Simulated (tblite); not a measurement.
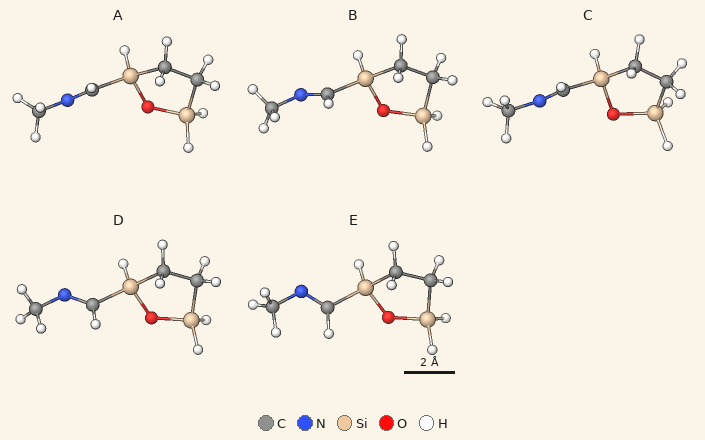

5 geometries from one relaxation of C$_{4}$H$_{11}$NOSi$_{2}$, in shuffled order. A ball-and-stick model, seen from a free direction.

These are results of tblite 0.8.0, GFN2-xTB geometry optimisation, gas phase, not measurements. 

Question: Put them in the order of the run, from the start to the converged end.

Answer: C, A, B, D, E. They are steps 0, 68, 118, 143, 212, at +75.1 kJ/mol, +9.18 kJ/mol, +6.25 kJ/mol, +2.09 kJ/mol relative to the last. Over 212 geometry steps the energy falls by 75.1 kJ/mol. The atom that moves furthest after the best rigid fit is an H atom (2.11 Å). By element the largest moves are H 2.11 Å, C 0.71 Å, N 0.70 Å, O 0.43 Å, Si 0.35 Å. Some distances before and after: O–Si 1.715 → 1.639 Å, C–Si 1.848 → 1.912 Å, C–H 1.062 → 1.105 Å, C–H 1.127 → 1.091 Å. Among the angles between lasting bonds that change: Si–O–Si 103.2° → 119.8°, C–Si–O 108.1° → 98.5°, C–Si–O 107.4° → 98.1°. Groups turn about C–Si by about 95°, C–Si by about 25°, C–C by about 25°. The run took 3.3 s on 1 thread of Arm Neoverse N1, on a shared host.
